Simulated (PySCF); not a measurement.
**C7H5O2 (SMILES O=C(O)c1c[c]ccc1) (doublet): density, localisation and related maps**

```yaml
atoms:
  - { symbol: O, position_ang: [2.4576, -1.2797, -0.1359] }
  - { symbol: C, position_ang: [1.9207, -0.2358, 0.1408] }
  - { symbol: O, position_ang: [2.6147, 0.8308, 0.5657] }
  - { symbol: C, position_ang: [0.4641, 0.0031, 0.0518] }
  - { symbol: C, position_ang: [-0.0929, 1.2467, 0.3870] }
  - { symbol: C, position_ang: [-1.4425, 1.3686, 0.2730] }
  - { symbol: C, position_ang: [-2.2917, 0.3833, -0.1392] }
  - { symbol: C, position_ang: [-1.7306, -0.8511, -0.4711] }
  - { symbol: C, position_ang: [-0.3657, -1.0318, -0.3742] }
  - { symbol: H, position_ang: [3.5589, 0.6128, 0.6026] }
  - { symbol: H, position_ang: [0.5462, 2.0504, 0.7162] }
  - { symbol: H, position_ang: [-3.3576, 0.5377, -0.2100] }
  - { symbol: H, position_ang: [-2.3694, -1.6565, -0.8023] }
  - { symbol: H, position_ang: [0.0874, -1.9790, -0.6265] }
```

Geometry: GFN2-xTB.

These are results of UKS B3LYP, pcH-1 on C H O, non-relativistic, mean-field spin-orbit, GIAO in PySCF, not measurements.

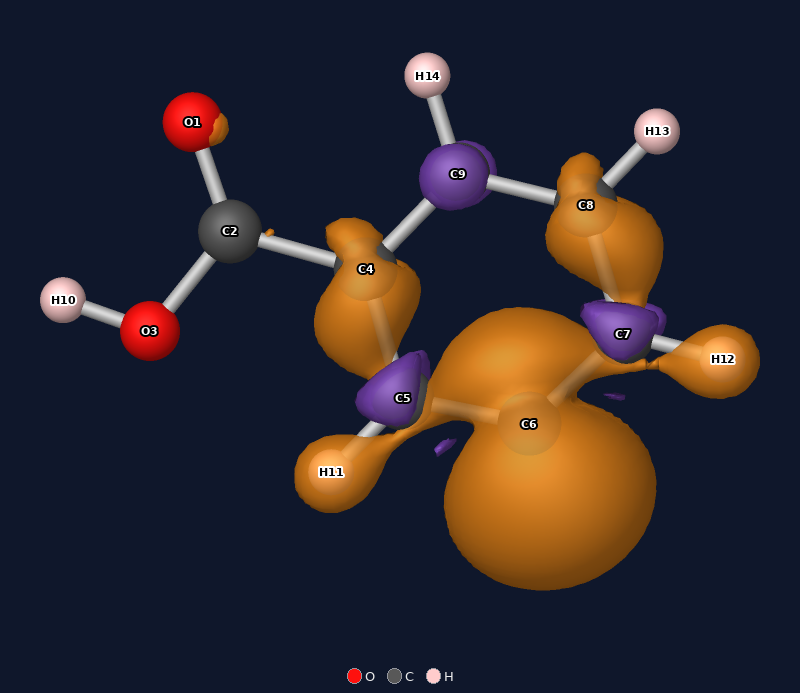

Figure 1. Isosurfaces of the spin density (α minus β) at +0.015 (orange) and −0.015 e/Å³ (purple), seen across its widest extent.

Where is the unpaired spin?

The unpaired spin (1 electron) lies mostly on C6 (about 0.8), in electrons by Hirshfeld's partition.

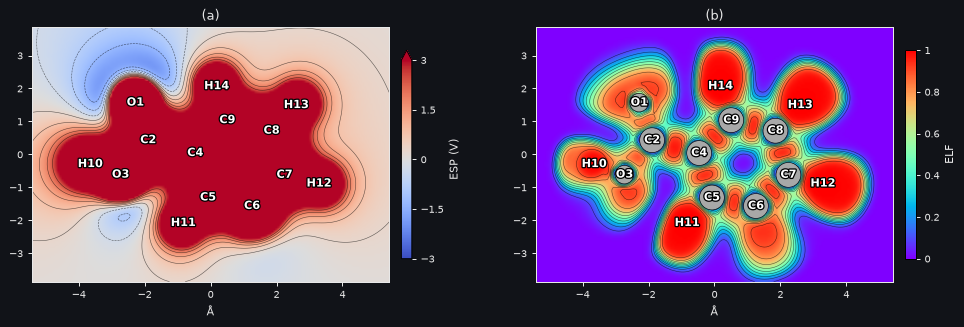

Figure 2. (a) electrostatic potential; (b) ELF on the molecular plane. Grey discs cover the atomic cores in the ELF map.

Describe what can be read from this map.

- The plane passes through O, C and H nuclei.
- C–O (1.21 Å): the ELF peaks at about 0.85 between the atoms; a short, multiple covalent bond.
- C–C (1.36 Å): the ELF peaks at about 0.95 between the atoms: localised, covalent bonding.
- O–H (0.97 Å): the ELF climbs to about 1 towards the hydrogen, as it does in any bond to H: an ordinary covalent bond to hydrogen.
- C–O (1.34 Å): the ELF peaks at about 0.90 between the atoms: a shared but strongly polarised pair.
- C–C (1.40 Å): the ELF peaks at about 0.95 between the atoms; a covalent bond.
- The ELF also peaks beside C6, O3 and O1, away from the bonds: non-bonding electrons, paired or unpaired.
- Outside the dense part of the molecule the potential is most negative (−1.9 V) near O1.

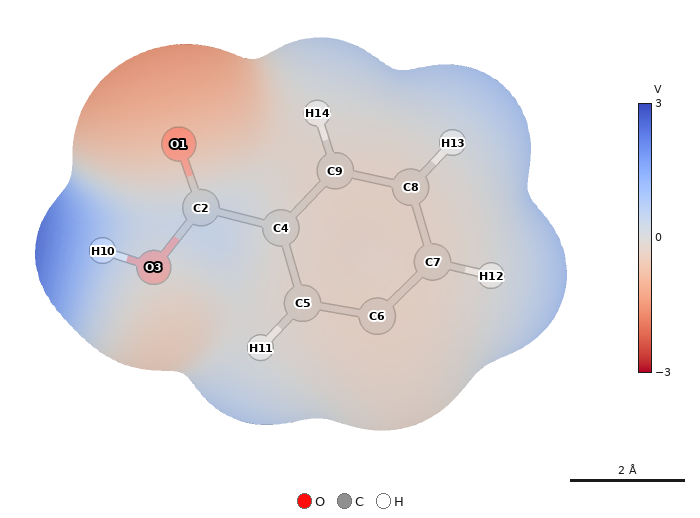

Figure 3. The molecular electrostatic potential painted on the density surface at 0.001 e/bohr³, seen at a tilt; the colour scale runs from red (negative) to blue (positive).

Which sites attract a positive test charge, and which a negative one?

A positive charge is drawn to the negative regions and a negative charge to the positive ones. The most negative region (about −1.4 V) lies over O1, the most positive (about +2.2 V) over H10. O1 is the likeliest acceptor of a hydrogen bond.
